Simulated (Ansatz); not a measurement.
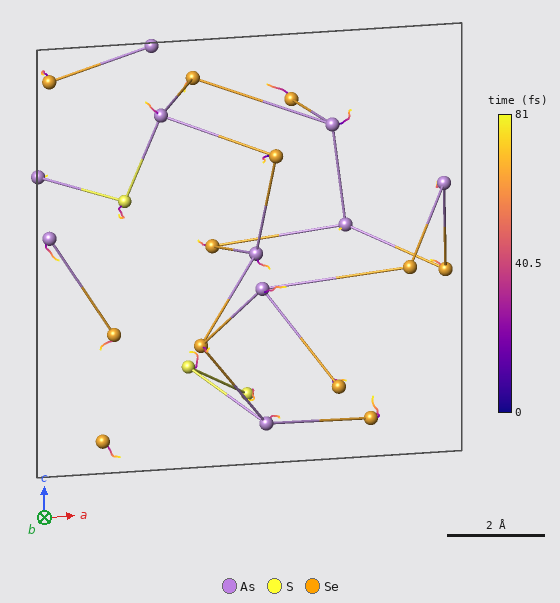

Molecular dynamics of an amorphous cell of composition As$_{10}$Se$_{12}$S$_{3}$ (25 atoms in the cell), 81 fs long. Lines trace each atom's path, coloured by time; spheres stand at the starting positions. Seen along the b axis in the simulation cell.

Computed with DFT PBE+D3(BJ), scalar-relativistic, plane waves, PAW in Ansatz. Settings: plane-wave cutoff 420 eV; k-point mesh 1 × 1 × 1; Fermi-Dirac smearing 0.164 eV; set temperature 1900 K; time step 3 fs.

Input
```yaml
crystal:
  lattice:
    - [8.818651, 0.240582, 0.292281]
    - [0.240582, 8.958434, 0.220553]
    - [0.292281, 0.220553, 8.85651]
  atoms:
    - { symbol: As, position: [0.0027524053, 0.5525608038, 0.7026572465] }
    - { symbol: As, position: [0.2694805682, 0.9692444765, 0.992799168] }
    - { symbol: As, position: [0.7264136723, 0.6739649631, 0.5462164601] }
    - { symbol: As, position: [0.0295320259, 0.8586407187, 0.5570224885] }
    - { symbol: As, position: [0.5157346111, 0.4497348331, 0.4911695872] }
    - { symbol: As, position: [0.5401263189, 0.4806937512, 0.0927747396] }
    - { symbol: As, position: [0.6954538962, 0.5761446194, 0.7819451727] }
    - { symbol: As, position: [0.9581447803, 0.29333123, 0.6286206129] }
    - { symbol: As, position: [0.291898212, 0.2646829304, 0.8284405933] }
    - { symbol: As, position: [0.5307054008, 0.0738426741, 0.4079706426] }
    - { symbol: S, position: [0.4950170067, 0.8269236577, 0.1649509981] }
    - { symbol: S, position: [0.2066456708, 0.3846185397, 0.6332174048] }
    - { symbol: S, position: [0.3563716894, 0.6133665004, 0.2364531166] }
    - { symbol: Se, position: [0.8782904835, 0.0638137647, 0.4368414499] }
    - { symbol: Se, position: [0.0289185943, 0.9236420707, 0.923159833] }
    - { symbol: Se, position: [0.7861246351, 0.6313656452, 0.0897961963] }
    - { symbol: Se, position: [0.710700343, 0.063597381, 0.167732114] }
    - { symbol: Se, position: [0.5989807249, 0.8651706177, 0.8474973744] }
    - { symbol: Se, position: [0.3669046775, 0.5705186119, 0.9117218308] }
    - { symbol: Se, position: [0.4129119951, 0.6875930391, 0.5152253644] }
    - { symbol: Se, position: [0.9618204757, 0.5401474013, 0.4268658637] }
    - { symbol: Se, position: [0.1816099481, 0.9786276826, 0.3224205224] }
    - { symbol: Se, position: [0.1550445462, 0.385837117, 0.0747050314] }
    - { symbol: Se, position: [0.562954002, 0.2393207362, 0.7158923993] }
    - { symbol: Se, position: [0.3863370247, 0.2627493794, 0.2839468764] }
  symmetry: { detect: false }
basis:
  ecutwfc: 420
  xc_grid: 1
kpoints:
  mp_grid: { grid: [1, 1, 1], shift: [0.25, 0.25, 0.25] }
hamiltonian:
  xc: pbe
  dispersion: d3bj
scf:
  occupations: { method: fermi_dirac, width: 0.1637 }
  lower_state_search: "off"
  convergence: { dr2_threshold: 1.0e-05 }
output:
  forces: true
  stress: true
md:
  timestep: 3.0
  n_steps: 27
  ensemble: nvt_langevin
  friction: 0.03
  temperature: 1900.0
  initial_velocities: maxwell_boltzmann
  seed: 64754
```

Run as
```bash
ansatz run input.yaml --threads 2 --pin off --max-ram 5120MiB --backend cpu --events-out ev --progress --plain --runs-dir out
```

Q: How do the atoms move?

A: In the second half of the run the atoms are, in the root-mean-square, this far from where they began (common drift taken out): S 0.41 Å, Se 0.38 Å, As 0.35 Å. The run lasts only 81 fs, too short to tell vibration from diffusion. The mean temperature in the second half is 2059 K (standard deviation 168 K). The potential energy in the second half lies on average 30.2 meV per atom below the first frame. The mean pressure there is 0.3 GPa.
